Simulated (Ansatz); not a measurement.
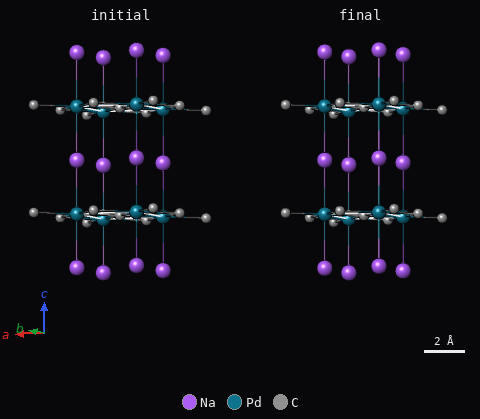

The structure of crystalline NaPdC (a generated structure, set up in P4/mmm) (coarse preliminary run) before (left) and after (right) a relaxation, at one scale.

Style: ball-and-stick. Shown: the cell of the calculation, from a free direction.

The calculation used Ansatz 0.2.0, DFT PBE, scalar-relativistic, plane waves, PAW. (plane-wave cutoff 420 eV; k-point mesh 6 × 6 × 4; occupations gaussian; smearing width 0.1 eV; no spin polarisation; cell and atoms relaxed; force threshold 0.04 eV/Å; at most 70 steps)

Q: Describe what moved and what it gained.

A: After 4 accepted moves (5 points after the start) the energy has fallen by 256 meV per atom. All forces vanish by symmetry, so only the cell relaxes. Pressure: −12.03 GPa at the start and −0.05 GPa at the end. At 1 point the geometry stayed and the basis and grid were re-selected for the new cell (energy shift of 1.6 meV per atom at most each time). The atoms keep their places relative to the cell (all moves are under 0.005 Å). Cell: a = b 3.303 → 3.000 Å (−9.2 %), c 5.462 → 5.487 Å (+0.5 %). Volume −17.1 %. Some distances before and after: Na–Na 3.303 → 3.000 Å, C–Pd 2.336 → 2.121 Å, Na–Pd 2.731 → 2.744 Å. The space group stays P4/mmm (No. 123).
